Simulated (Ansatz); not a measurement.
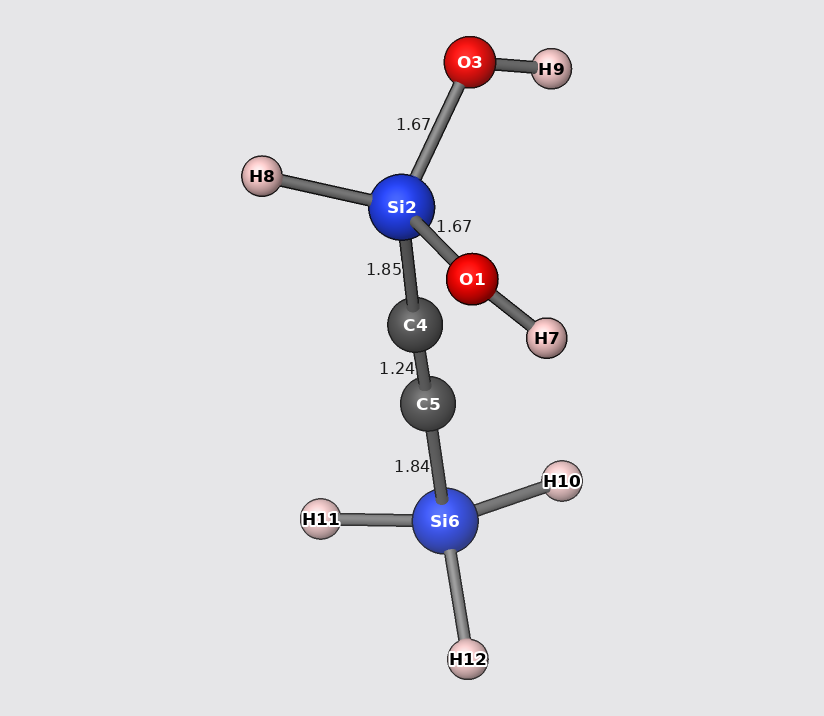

Bond lengths are marked in Å; every bond is drawn as one stick. Computed geometry: PBE-D4/def2-SVP optimisation. No frequency run is at hand to confirm it as a minimum.

### Which of the marked bonds are single, double, triple or aromatic?

O1–Si2 single; Si2–O3 single; Si2–C4 single; C4–C5 triple; C5–Si6 single.

### Write the SMILES.

O[SiH](O)C#C[SiH3]
